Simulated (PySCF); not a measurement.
Molecule: SMILES C=C[Si](F)(F)F (C2H3F3Si). Atoms near the plane z = 0.6 Å, at the CAM-B3LYP/def2-SVP optimised geometry (x, y, z in Å): Si3 (-0.6, -0.8, 0.0), F4 (-1.0, -1.4, 1.4), F5 (1.0, -0.8, 0.0), F6 (-1.0, 0.8, 0.0).

Computed with CAM-B3LYP/def2-TZVP in PySCF 2.14.0. The values are rescaled to run from 0 to 1.

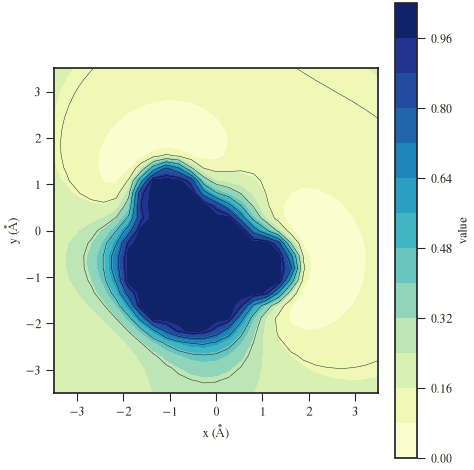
a field on the plane z = 0.6 Å.

Question: Which quantity is mapped?
A. electron localisation function
B. log10 of the electron density
C. an orbital amplitude
D. electrostatic potential

Answer: D, electrostatic potential. In full: electrostatic potential (hartree/e), clipped to [-0.08, 0.12].
